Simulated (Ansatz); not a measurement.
In doubt: masses and optical values from hybrid runs of this build are listed as unsure (in some of the runs), which bears on the screening that GW takes from such a start.

VBiO4 (Clinobisvanite), computed twice by G0W0.

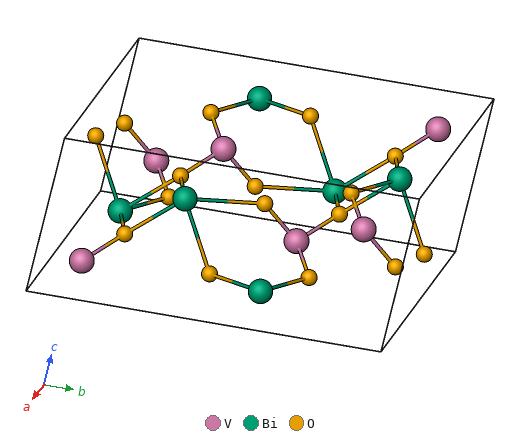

The structure (vanadium pink, bismuth teal, oxygen orange). Some periodic images of atoms are drawn too.

Symmetry: C2/c, No. 15, monoclinic system. The conventional cell has a = 7.247 Å, b = 11.697 Å, c = 5.090 Å, α = 90.00°, β = 134.22°, γ = 90.00°. Nearest to V lie 4 O at 1.69 to 1.77 Å. Nearest to Bi lie 8 O at 2.35 to 2.63 Å. O has 1 V at 1.77 Å and 2 Bi at 2.35 to 2.37 Å nearest. O has 1 V at 1.69 Å and 2 Bi at 2.52 to 2.63 Å nearest. Farther neighbours and most contacts between anions are not listed.

```yaml
crystal:
  lattice:
    - [3.62358, -5.84860, 0.00000]
    - [3.62358, 5.84860, 0.00000]
    - [-3.55001, 0.00000, 3.64739]
  atoms:
    - { symbol: V, position: [0.87000, 0.13000, 0.75000] }
    - { symbol: V, position: [0.13000, 0.87000, 0.25000] }
    - { symbol: Bi, position: [0.36650, 0.63350, 0.75000] }
    - { symbol: Bi, position: [0.63350, 0.36650, 0.25000] }
    - { symbol: O, position: [0.93830, 0.35470, 0.63880] }
    - { symbol: O, position: [0.64530, 0.06170, 0.86120] }
    - { symbol: O, position: [0.06170, 0.64530, 0.36120] }
    - { symbol: O, position: [0.35470, 0.93830, 0.13880] }
    - { symbol: O, position: [0.81130, 0.70990, 0.87960] }
    - { symbol: O, position: [0.29010, 0.18870, 0.62040] }
    - { symbol: O, position: [0.18870, 0.29010, 0.12040] }
    - { symbol: O, position: [0.70990, 0.81130, 0.37960] }
```

The cell and positions come from the Crystallography Open Database and are kept as given unless a step says otherwise. Spin-orbit coupling is left out unless a run names it. PAW set soft_2, made with PBE.

The first (Ansatz 0.2.0; start HSE06, 4×4×4 mesh, 847 empty bands, screening to 180 eV; 1 × NVIDIA H100 80GB HBM3 (shared by 6 runs) with 3 threads of AMD EPYC 7R13 (Zen 3), shared host) gave, on its mesh: starting gap 3.49 eV, G0W0 gap 3.98 eV, RPA ε∞ (mean) 4.92, 9.6 min.

The second gave: starting gap 2.28 eV, G0W0 gap 3.81 eV, RPA ε∞ (mean) 6.71, 6.8 min.

Question: What was changed in the input? Choose among start, files, mesh, bands and cutoff, frequency model or another key.

Changed: start from HSE06 to LDA and frequency model from contour deformation to plasmon pole. A jump of this size in the start, with ε∞ moving the other way, marks another functional. Other changes could give like numbers; this is the one that was made.

Limits: not at the basis limit; no spin polarisation; d states lean on the start; no spin-orbit coupling.

[Paths, hosts, dates, memory and timing lines, banners, echoed tables and standing remarks are left out of the program output.]

[Logs are printed without paths, hosts, clocks, repeated set-up lines and the standing remarks that a program may print on its own settings, such as how far it seeks lower states.]

[Runs of the session that timed out or met a known fault of the program may be left out.]

[Cells called generated may have been cut or substituted from an entry of the Crystallography Open Database or the Materials Project.]

[Hosts, paths, dates, database ids (printed as entryN), source tags and the programs' standing remarks are cut or masked in the printed files.]
